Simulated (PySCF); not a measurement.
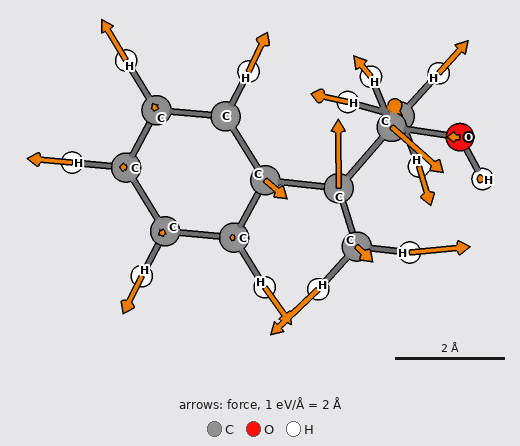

Starting geometry of C10H12O with the computed forces as orange arrows. The picture is a ball-and-stick view, seen at a tilt.

The start comes from GFN2-xTB.

Level of theory: PBE0-D3(BJ)/def2-SVP geometry optimisation, gas phase in PySCF. 

### Is this structure relaxed? If not, where do the atoms go?

It isn't relaxed: the largest force vector, on a C atom, is 0.72 eV/Å. The final displacements have little in common with the starting forces (cosine between the two patterns 0.13). An H atom moves most after the best rigid fit: 0.18 Å. By element the largest moves are H 0.18 Å, C 0.11 Å, O 0.07 Å. Some distances before and after: C–H 1.089 → 1.103 Å, C–C 1.327 → 1.339 Å, C–C 1.393 → 1.403 Å, C–C 1.534 → 1.525 Å. Among the angles between lasting bonds that change: C–C–C 109.7° → 111.7°. The energy falls by 1.64 kcal/mol in 6 geometry steps. Cost: 3.5 min on 1 thread of Intel(R) Xeon(R) Platinum 8488C, with other jobs on the host.
